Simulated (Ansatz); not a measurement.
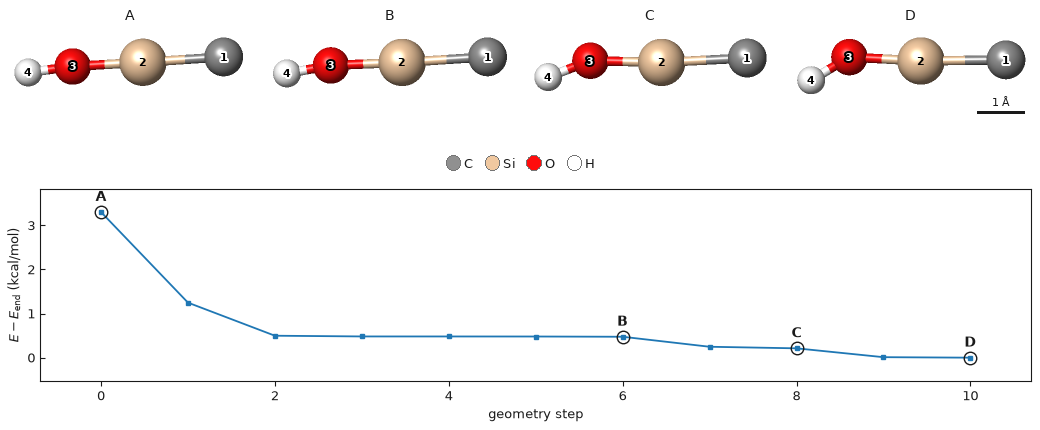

Frames of a relaxation of CHOSi (charge +1), marked on the history of the run. The picture is a ball-and-stick view, seen at a tilt.

The run prepares an end point of a later path (hydrogen shift) calculation, from a guessed geometry.

Theory: RKS PBE0-D4/def2-SVP in Ansatz. (no spin polarisation; force threshold 0.02 eV/Å; at most 50 steps)

What happens along the run?

The energy falls by 3.30 kcal/mol in 10 geometry steps. The largest force component goes from 1.5 to 0.0024 eV/Å. The forces were under the threshold at step 3, but the run went on from there. The atom that moves furthest after the best rigid fit is O3 (0.25 Å). Largest moves by element: O 0.25 Å, H 0.21 Å, C 0.09 Å, Si 0.06 Å. Some distances before and after: C1–Si2 1.755 → 1.852 Å, Si2–O3 1.528 → 1.572 Å, O3–H4 0.966 → 0.973 Å. Bond angles that change, for instance: Si2–O3–H4 175.0° → 140.1°, C1–Si2–O3 179.6° → 175.7°. Cost: 50 s on 1 thread of Arm Neoverse N1 (shared host), peak memory 0.13 GiB. From step 0 to 6: C1 moves most (0.08 Å), energy −2.83 kcal/mol. From step 6 to 8: O3 moves most (0.12 Å), energy −0.26 kcal/mol. From step 8 to 10: H4 moves most (0.11 Å), energy −0.21 kcal/mol.

```csv
step,"E − E(0), kcal/mol","largest force component, eV/Å"
0,0.00,1.4524
1,-2.05,0.6986
2,-2.80,0.0978
3,-2.82,0.0156
4,-2.82,0.0167
5,-2.82,0.0211
6,-2.83,0.2245
7,-3.06,0.0880
8,-3.09,0.1854
9,-3.29,0.1101
10,-3.30,0.0024
```
